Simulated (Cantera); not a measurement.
Input: 1 mol FeS2, 1.5 mol H2S, 2.8 mol N2, equilibrated at 0.750 bar.

Method: chemical equilibrium by Gibbs-energy minimisation in Cantera with the NASA 1993 tables (ideal gas, pure condensed phases). Candidate condensed phases: Fe, FeS, FeS2, S; 16 gas species. FeS: taken at fixed stoichiometry. Equilibrium is a limit: real reactors are often held back by kinetics, nucleation or transport.

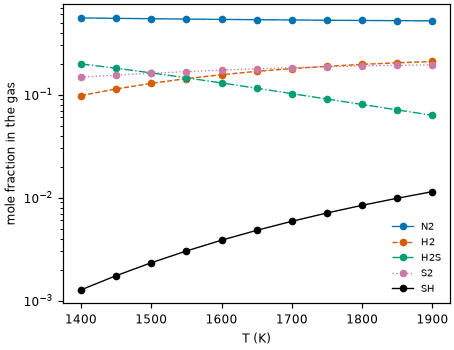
Figure: Equilibrium gas composition (values under 1e-9 drawn at 1e-9)

From 1400 K to 1450 K the condensed part is FeS(s). From 1500 K to 1900 K the condensed part is FeS(l).
